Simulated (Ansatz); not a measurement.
Ligand exchange: InH(CH3)Br + GeH4 → InH2(CH3) + GeH3Br

Species: InH(CH3)Br, singlet; GeH4 (germane) `[GeH4]`, singlet; InH2(CH3), singlet; GeH3Br `[GeH3][Br]`, singlet. The partners trade Br for H: In–Br and Ge–H bonds give way to In–H and Ge–Br.

Shapes, held fixed at every level: PBE0-D4/def2-TZVP. Programs: Ansatz 0.2.0. Electronic energies: no zero-point or thermal term.

```tsv
level	kind	ΔE (kJ/mol)	less CCSD(T)/def2-TZVPP
SPW92/def2-TZVPP	LDA	+79.0	-0.8
PBE-D4/def2-TZVPP	GGA	+78.6	-1.2
B3LYP-D4/def2-TZVPP	global hybrid	+80.6	+0.8
BHLYP-D4/def2-TZVPP	global hybrid	+82.1	+2.3
MP2/def2-SVP	perturbation theory	+88.4	+8.6
CCSD/def2-SVP	coupled cluster or CI	+86.8	+7.0
CCSD(T)/def2-TZVPP	coupled cluster or CI	+79.8	0.0
```

The highest level, CCSD(T)/def2-TZVPP, gives ΔE = +79.8 kJ/mol; the levels span +78.6 to +88.4. The column of differences is taken from that level and isn't an error. No measured value is set beside it here. For atoms past krypton def2 sets carry core potentials with scalar relativity. Relativity is left out for Br, Ge unless named. Correlated rows may include outer-core shells of Br, Ge, In, which these sets cover unevenly.

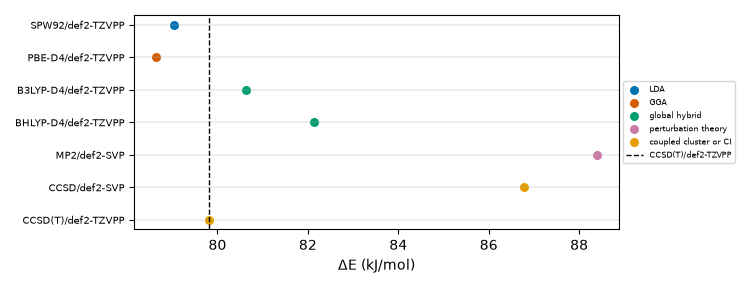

The values of the table, level by level.
